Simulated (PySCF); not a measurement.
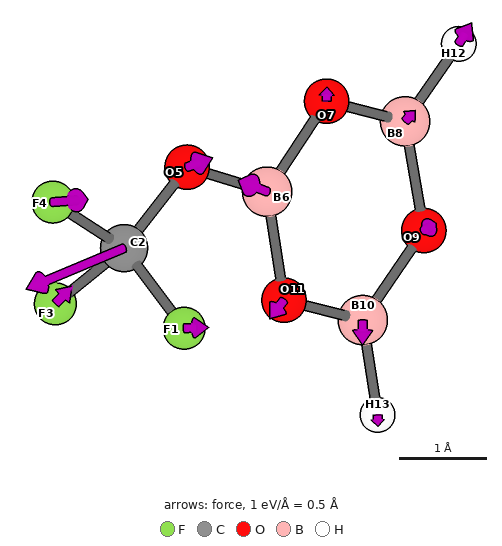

Starting geometry of CH$_{2}$B$_{3}$F$_{3}$O$_{4}$ with the computed forces as purple arrows. A ball-and-stick model, seen from a free direction.

The start comes from GFN2-xTB. Its atoms were then displaced at random by about 0.01 Å.

Method: PySCF, PBE0-D3(BJ)/def2-SVP geometry optimisation, gas phase. 

What follows when this structure is relaxed?

Answer. It isn't relaxed: the largest force vector, on C2, is 2.92 eV/Å. The final displacements follow the starting forces only in part (cosine between the two patterns 0.55). The largest move after the best rigid fit is that of F4, 0.068 Å. By element the largest moves are F 0.068 Å, C 0.051 Å, H 0.050 Å, O 0.037 Å, B 0.027 Å. Some distances before and after: C2–F4 1.363 → 1.320 Å, C2–O5 1.316 → 1.349 Å, B8–H12 1.176 → 1.200 Å, O5–B6 1.391 → 1.372 Å. Among the angles between lasting bonds that change: F1–C2–F4 104.7° → 108.5°, F1–C2–O5 114.6° → 111.5°, F4–C2–O5 110.8° → 108.5°. After 9 geometry steps the energy has fallen by 0.142 eV. Cost: 3.7 min on 1 thread of Arm Neoverse N1 (shared host).
